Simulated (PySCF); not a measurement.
H$_{5}$NOSn

| atom | x (Å) | y (Å) | z (Å) |
| --- | --- | --- | --- |
| N | -0.6241 | -1.3776 | -0.6431 |
| O | 2.0330 | -0.7527 | -1.3128 |
| Sn | 0.5524 | -0.9767 | -2.7506 |
| H | -0.9502 | -2.3216 | -0.4329 |
| H | 0.2705 | -1.2072 | -0.1627 |
| H | -1.3181 | -0.7059 | -0.3136 |
| H | 0.7383 | -2.7831 | -2.8444 |
| H | 2.5635 | -1.5568 | -1.2274 |

Geometry: B3LYP-D3(BJ)/def2-SVP; core potentials replace the inner electrons of Sn.

Theory: PySCF 2.14.0, Gaussian-basis quantum chemistry of an isolated molecule with PySCF, energy and nuclear gradient, functional PBE0.

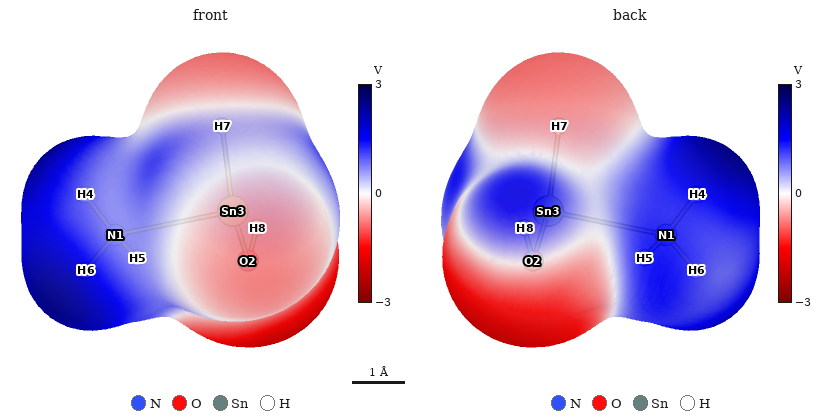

Figure 1. The molecular electrostatic potential painted on the density surface at 0.002 e/bohr³, seen from the front and from behind; red is negative and blue positive.

Which sites attract a positive test charge, and which a negative one?

Answer. A positive charge is drawn to the negative regions and a negative charge to the positive ones. The most negative region (about −2.1 V) lies over O2, the most positive (about +2.5 V) over H4 and H6. O2 is the likeliest acceptor of a hydrogen bond.

How polar is the molecule by this calculation?

Answer. Its dipole moment is 3.64 D.

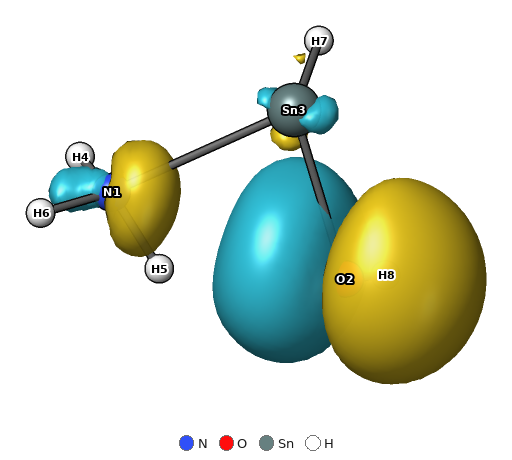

Figure 2. The HOMO−1 at ±0.1 Å⁻³ᐟ² (yellow and cyan are the two phases), seen across its widest extent.

Where does this orbital lie, and at what energy?

Answer. Its weight (Hirshfeld) is mainly on O2 (about 80 %); largely a lone pair of O2. Its energy is −7.91 eV.

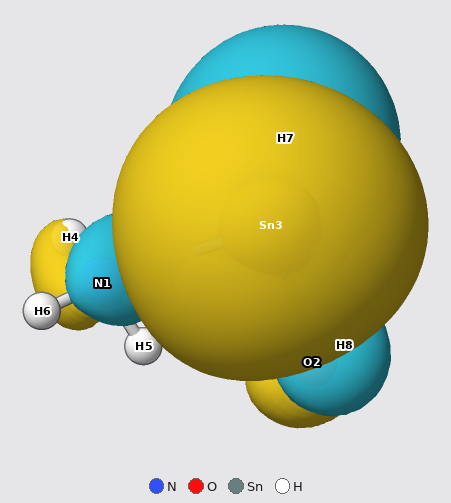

Figure 3. One frontier orbital at ±0.06 Å⁻³ᐟ² (yellow and cyan are the two phases), seen across its widest extent.

Which orbital is it: HOMO or LUMO?

Answer. The HOMO, at −6.10 eV. It lies mainly on Sn3 (about 65 %) and H7 (about 25 %).
